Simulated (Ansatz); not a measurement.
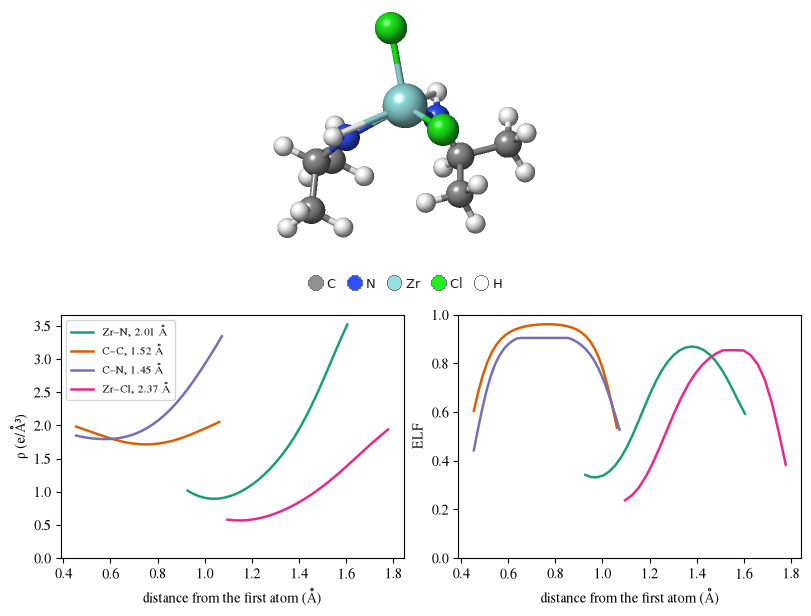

*C6H16Cl2N2Zr. Electron density and ELF along straight lines between neighbouring atoms. The curves leave out the atomic cores. The structure is drawn too.*

Geometry: PBE0-D4/def2-TZVP; core potentials replace the inner electrons of Zr.

The calculation used RKS PBE0-D4/def2-TZVPP (Ansatz 0.2.0).

Input file:

```
crystal:
  periodic: [false, false, false]
  atoms:
    - {symbol: C, position_ang: [-0.676813, -2.157649, -0.266651]}
    - {symbol: C, position_ang: [-1.953631, -1.579006, 0.310664]}
    - {symbol: C, position_ang: [-1.985431, -1.715700, 1.827040]}
    - {symbol: N, position_ang: [-2.125007, -0.190844, -0.090551]}
    - {symbol: Zr, position_ang: [-1.194795, 1.330345, -1.013305]}
    - {symbol: Cl, position_ang: [-1.541486, 3.260662, 0.331764]}
    - {symbol: Cl, position_ang: [-2.129473, 1.569445, -3.177780]}
    - {symbol: N, position_ang: [0.723573, 0.819024, -1.295366]}
    - {symbol: C, position_ang: [1.886543, 0.735582, -0.425903]}
    - {symbol: C, position_ang: [1.497192, 1.113759, 0.992229]}
    - {symbol: C, position_ang: [3.023346, 1.607459, -0.936485]}
    - {symbol: H, position_ang: [0.200248, -1.637400, 0.125869]}
    - {symbol: H, position_ang: [-0.661874, -2.071906, -1.355272]}
    - {symbol: H, position_ang: [-0.590829, -3.214233, -0.005010]}
    - {symbol: H, position_ang: [-2.794056, -2.158062, -0.099089]}
    - {symbol: H, position_ang: [-2.911333, -1.307547, 2.240092]}
    - {symbol: H, position_ang: [-1.149286, -1.172170, 2.275348]}
    - {symbol: H, position_ang: [-1.916470, -2.764692, 2.126513]}
    - {symbol: H, position_ang: [-3.038371, 0.135023, 0.227225]}
    - {symbol: H, position_ang: [0.967784, 0.581430, -2.253448]}
    - {symbol: H, position_ang: [2.235730, -0.308318, -0.413974]}
    - {symbol: H, position_ang: [0.677034, 0.489259, 1.360920]}
    - {symbol: H, position_ang: [2.341258, 0.984578, 1.671935]}
    - {symbol: H, position_ang: [1.181583, 2.159842, 1.043223]}
    - {symbol: H, position_ang: [2.721350, 2.657928, -0.941678]}
    - {symbol: H, position_ang: [3.305258, 1.329587, -1.955336]}
    - {symbol: H, position_ang: [3.907958, 1.503600, -0.302976]}
basis:
  gaussian: {orbitals: def2-TZVPP}
hamiltonian: {xc: pbe0, dispersion: d4}
output: {orbitals: {seedname: orbitals}}
```

Run with:

```sh
ansatz run in.yaml --threads 11 --pin off --events-out ev --progress --plain --max-ram 174080MiB --backend cuda --devices 0, --max-vram 75GiB
```

What can be read from the curves?

Answer. Zr–N (2.01 Å): ρ is about 0.91 e/Å³ halfway; the ELF peaks at about 0.85 in the valence shell of N, 0.6 Å from its nucleus, and drops to about 0.35 between the two atoms.
C–C (1.52 Å): ρ is about 1.7 e/Å³ halfway; the ELF peaks at about 0.95 between the atoms; a covalent bond.
C–N (1.45 Å): the density is about 1.9 e/Å³ at the midpoint; the ELF peaks at about 0.90 between the atoms, as expected for localised, covalent bonding.
Zr–Cl (2.37 Å): the density is about 0.57 e/Å³ at the midpoint; the ELF peaks at about 0.85 in the valence shell of Cl, 0.8 Å from its nucleus, and is about 0.35 at the midpoint.
